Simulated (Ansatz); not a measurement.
```yaml
atoms:
  - { symbol: B, position_ang: [-0.4824, 1.7559, 1.0179] }
  - { symbol: C, position_ang: [-0.6803, 0.2675, 0.6894] }
  - { symbol: Si, position_ang: [0.6671, -0.3124, -0.4719] }
  - { symbol: N, position_ang: [0.3237, -1.8941, -0.9844] }
  - { symbol: F, position_ang: [0.7384, 0.7489, -1.6768] }
  - { symbol: H, position_ang: [0.2905, 2.0881, 1.8715] }
  - { symbol: H, position_ang: [-1.0554, 2.6064, 0.4021] }
  - { symbol: H, position_ang: [-1.6223, 0.0434, 0.1772] }
  - { symbol: H, position_ang: [-0.5558, -0.3954, 1.5531] }
  - { symbol: H, position_ang: [2.0160, -0.3207, 0.1354] }
  - { symbol: H, position_ang: [1.0359, -2.4684, -1.4045] }
  - { symbol: H, position_ang: [-0.5985, -2.1743, -1.2750] }
```

Geometry: PBE0-D4/def2-TZVP.

These are results of RKS PBE0-D4/def2-TZVPP (Ansatz), not measurements.

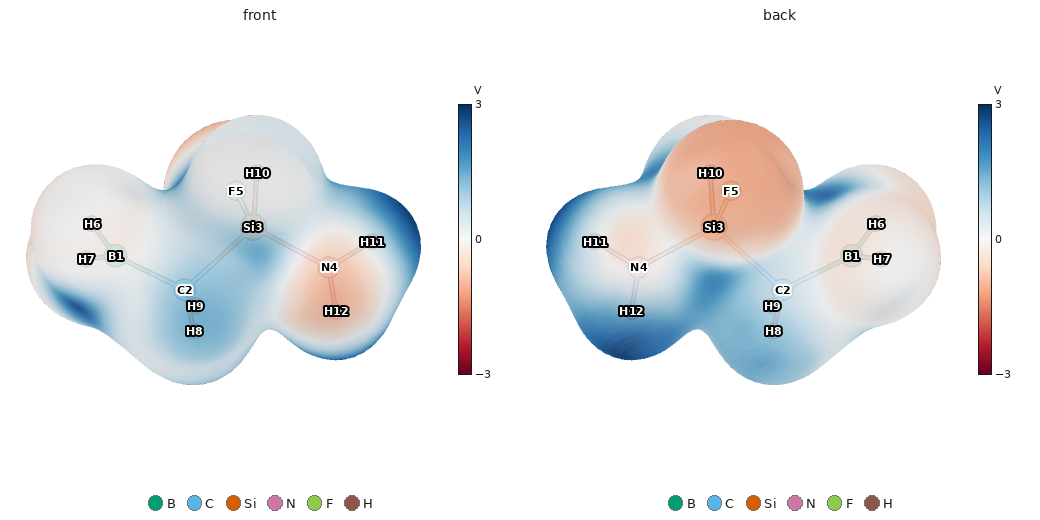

CH₇BFNSi (SMILES BC[SiH](N)F). The electrostatic potential painted on the density surface at 0.004 e/bohr³, seen from the front and from behind; red is negative and blue positive.

> Which sites attract a positive test charge, and which a negative one?

A positive charge is drawn to the negative regions and a negative charge to the positive ones. The most negative region (about −1.2 V, or −28 kcal/mol for a unit charge) lies over F5, the most positive (about +2.8 V, or +65 kcal/mol for a unit charge) over H11 and H12.
